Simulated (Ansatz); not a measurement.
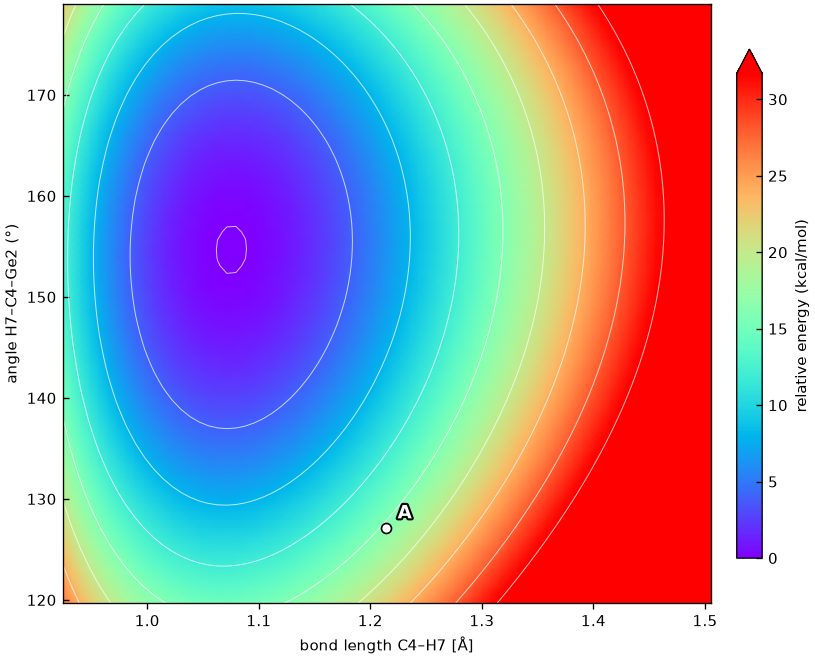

C2H3ClGe, SMILES [Cl][GeH]1[CH]=[CH]1. The first coordinate is: bond length C4–H7; the second: angle H7–C4–Ge2. Nothing is relaxed (all other coordinates rigid). The grid has 9 × 9 points. Points are written as (first, second). All energies are given in kcal/mol relative to the lowest grid point. The calculation used RKS BHLYP-D4/def2-TZVP (Ansatz).

In the figure: a smooth colour map with a few white contour lines, one colour for all values above the top of the scale, the point A. Between grid points the surface is interpolated.

**Is A at rest? If not, where is it pushed?**

A, at (1.214 Å, 127.1°), is not a stationary point. The computed force is 84 kcal/mol for each Å towards smaller values of bond length C4–H7 and 0.68 kcal/mol for each degree towards larger values of angle H7–C4–Ge2.
